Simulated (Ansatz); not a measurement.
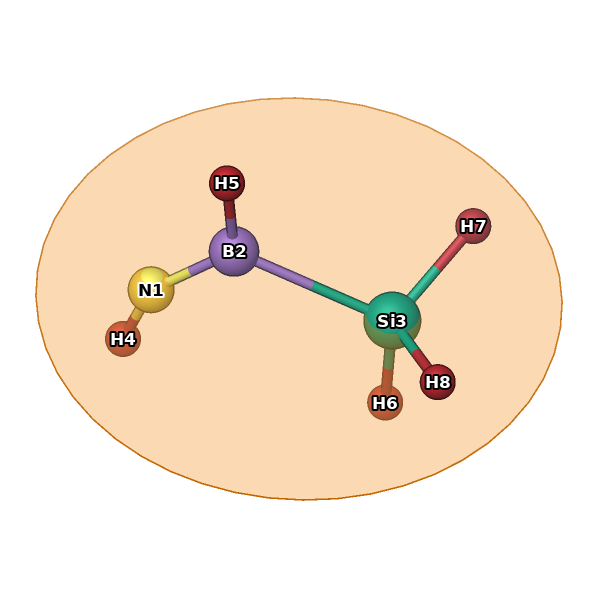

A disc through the centre of mass is drawn in. Atoms fade into the background with distance from the viewer. The species is neutral and a spin doublet. The computed structure is the end point of a PBE0-D4/def2-TZVP optimisation. No frequency run is at hand to confirm it as a minimum.

Is the plane of the disc a mirror plane of the structure?

No. The point group is Cs, with 1 mirror plane, and this plane isn't one of its mirror planes.
